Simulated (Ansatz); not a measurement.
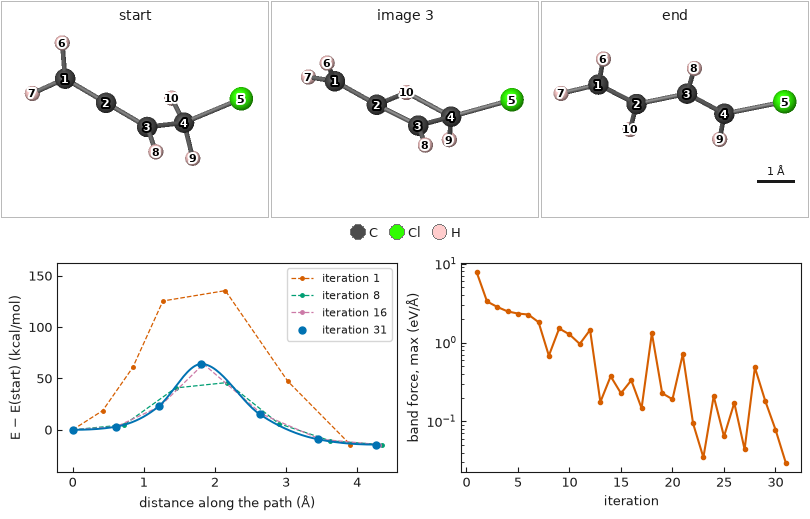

NEB run on C$_{4}$H$_{5}$Cl. Images are numbered from 0 (start) to 6 (end). The plot follows the band through its iterations. A ball-and-stick model, seen from a free direction.

These are results of UKS B3LYP-D4/def2-SVP (Ansatz), not measurements. Set-up: 5 movable images; climbing image; force threshold 0.03 eV/Å; iteration limit 48; starting path through a guess of the saddle point.

Judge this run.

The result is final at these settings. The band converged in 31 iterations. The largest component of the band force went from 7.8 to 0.03 eV/Å. The climbing image converged on the top of the path. Its vibrational analysis gives one imaginary mode (1697i cm⁻¹), as a transition state must have. The first iteration put the highest image at 135.6 kcal/mol. Forward barrier 64.1 kcal/mol, backward barrier 78.5 kcal/mol, with image 3 at the top; the reaction energy is −14.4 kcal/mol.

The run took 9.4 min on 2 threads of Intel(R) Xeon(R) Platinum 8259CL CPU @ 2.50GHz (Skylake/Cascade Lake), with other jobs on the host, peak memory 0.33 GiB.
